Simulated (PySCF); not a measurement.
```xyz
17

C    -0.5441   -2.3930    0.7642
C     0.4101   -1.6667    0.1304
Si   -0.0807    0.0958   -0.7353
C     1.4558    1.0694   -0.5439
C     2.3151    0.8378    0.4541
C    -1.6869    0.6642    0.0436
C    -1.7491    1.3542    1.1473
H    -0.3311   -3.3341    1.1159
H    -1.5054   -1.8884    0.9161
H     1.3207   -2.1145   -0.1142
H    -0.2169   -0.3999   -2.1239
H     1.7310    1.9641   -1.1475
H     2.3246    0.0104    1.0465
H     3.1634    1.4779    0.6972
H    -2.6625    0.2145   -0.3441
H    -2.5927    1.3356    1.7900
H    -0.8343    1.7437    1.6514
```

Geometry: GFN2-xTB, MD frame at 250 fs, 300 K.

All numbers below come from PBE0/pcSseg-1, SCF density, gas phase, non-relativistic (PySCF).

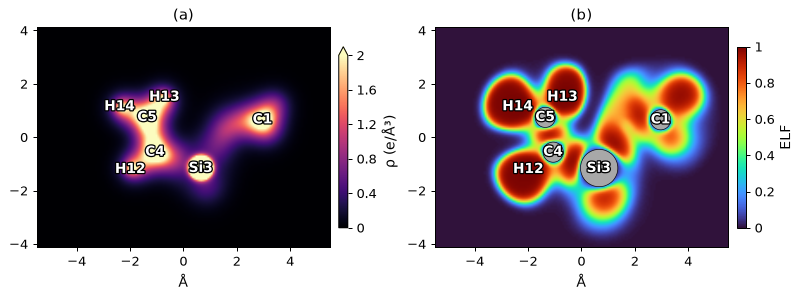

C$_{6}$H$_{10}$Si. (a) electron density; (b) electron localisation function on the plane of atoms C5, C4 and H12. Grey discs cover the atomic cores in the ELF map.

Question: What does the map show?

Answer: Atoms in the plane: C, Si and H.
C–Si (1.83 Å): the density is about 1 e/Å³ at the midpoint; the ELF peaks at about 0.95 between the atoms, as expected for a shared electron pair.
C–H (1.02 Å): ρ at the midpoint is about 2.3 e/Å³; the ELF climbs to about 1 towards the hydrogen, as it does in any bond to H; an ordinary covalent bond to hydrogen.
C–C (1.34 Å): the density is about 2.2 e/Å³ at the midpoint; the ELF peaks at about 0.90 between the atoms (a multiple bond).
